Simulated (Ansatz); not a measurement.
# Br2Cu (charge −1, quintet): what the fields show

Input file:

```
crystal:
  periodic: [false, false, false]
  atoms:
    - {symbol: Cu, position_ang: [0.769919, -0.780937, 0.671164]}
    - {symbol: Br, position_ang: [-1.421455, -0.787072, -0.516713]}
    - {symbol: Br, position_ang: [0.651536, 1.568010, -0.154460]}
basis:
  gaussian: {orbitals: def2-TZVPD, initial_orbitals: start.molden}
total_charge: -1
magnetization: {spin_polarized: true, initial_magnetization: 4}
hamiltonian: {xc: pbe0, dispersion: d4}
scf: {omitted_lower_state_checks: [starts]}
output: {orbitals: {seedname: orbitals}}
```

Launched as:

```sh
ansatz run in.yaml --threads 4 --pin off --events-out ev --progress --plain --max-ram 3916MiB
```

Geometry: PBE-D4/def2-TZVPD; the highest occupied orbital lies above zero, a sign that basis and functional describe the outermost electron poorly.

Theory: UKS PBE0-D4/def2-TZVPD (Ansatz).

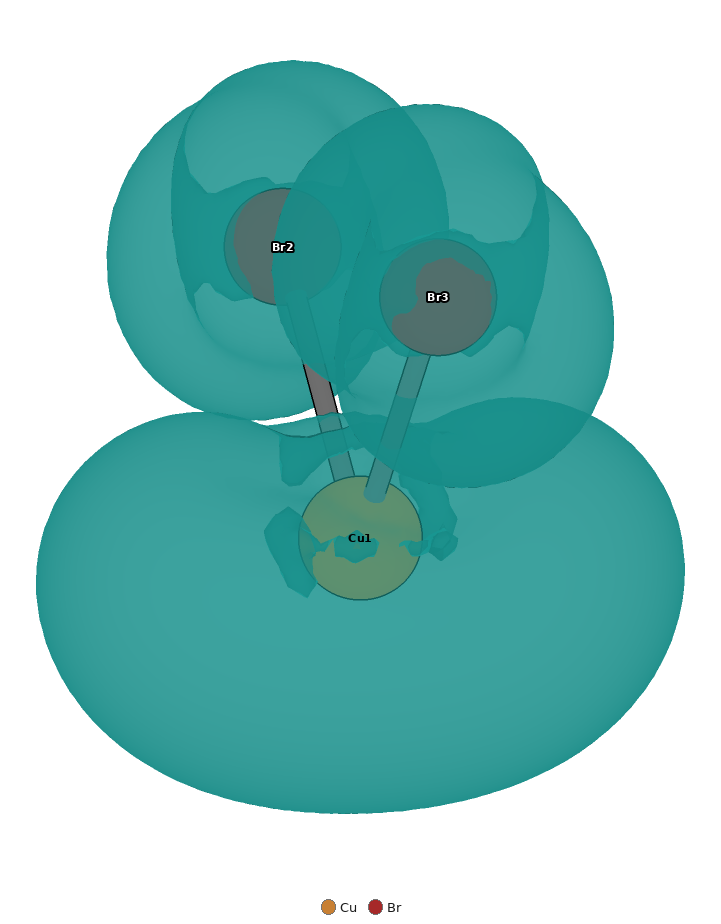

Figure 1. Isosurfaces of the spin density at +0.02 (teal) and −0.02 e/Å³ (pink), seen at an oblique angle.

Question: Describe the spin distribution.

Answer: The unpaired spin (4 electrons) lies mostly on Cu1 (about 2.5), Br2 (about 0.7) and Br3 (about 0.7), in electrons by Hirshfeld's partition.

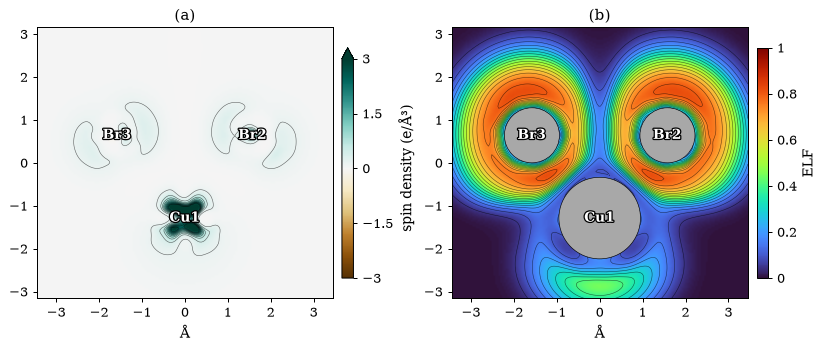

Figure 2. (a) spin density (α minus β); (b) electron localisation function on the molecular plane. Grey discs cover the atomic cores in the ELF map.

Question: What do the fields say about this system?

Answer: The plane passes through Cu and Br nuclei.
Cu–Br (2.49 Å): the ELF peaks at about 0.80 in the valence shell of Br, 1.0 Å from its nucleus, and is about 0.50 at the midpoint.

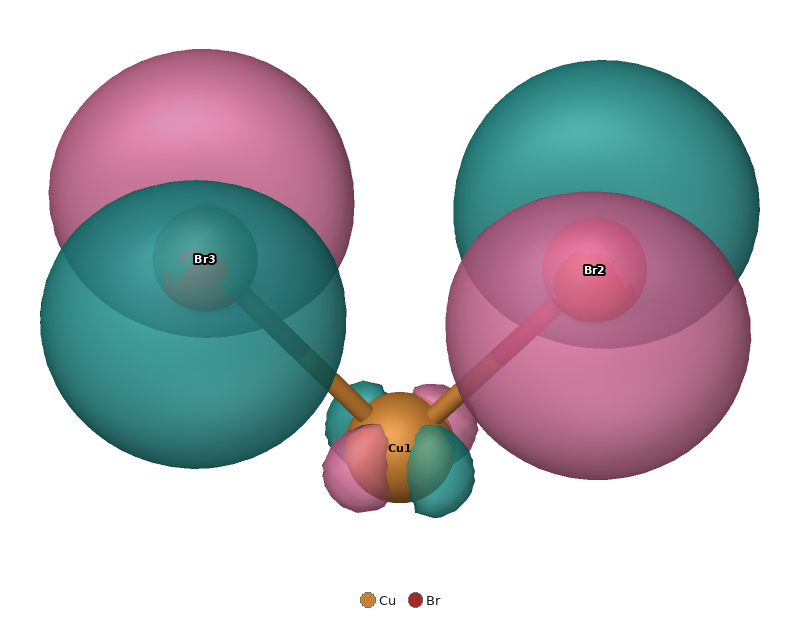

Figure 3. The HOMO (β) at ±0.08 Å⁻³ᐟ² (teal and pink are the two phases), seen at an oblique angle.

Question: What is the character of this orbital?

Answer: Its weight (Hirshfeld) is mainly on Br2 (about 50 %) and Br3 (about 50 %); it changes sign across the molecular plane (π type). Its energy is −4.44 eV.
